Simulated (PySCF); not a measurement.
Vertical excitations of a molecule C₅H₇F from PySCF with TDDFT-ωB97X/def2-SVPD, as energy in eV (oscillator strength): 6.23 (0.000), 6.76 (0.002), 7.00 (0.000), 8.32 (0.063), 8.60 (0.086), 9.17 (0.151), 9.33 (0.176), 9.48 (0.002), 9.52 (0.258), 9.69 (0.015). Lowest triplet (TDA): 5.34 eV. Geometry optimised at B3LYP-D3(BJ)/def2-SVP. The values are those of a single conformer.

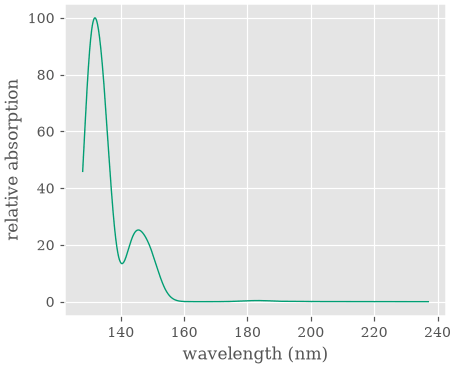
Figure. The lines broadened by 0.4 eV.

Question: Which molecule gave these data?
A) C/C=C/C=C\F
B) C=CC1(F)CC1
C) CC1=C[C@@H](F)C1
D) C#C[C@H](F)CC

Answer: D, C#C[C@H](F)CC
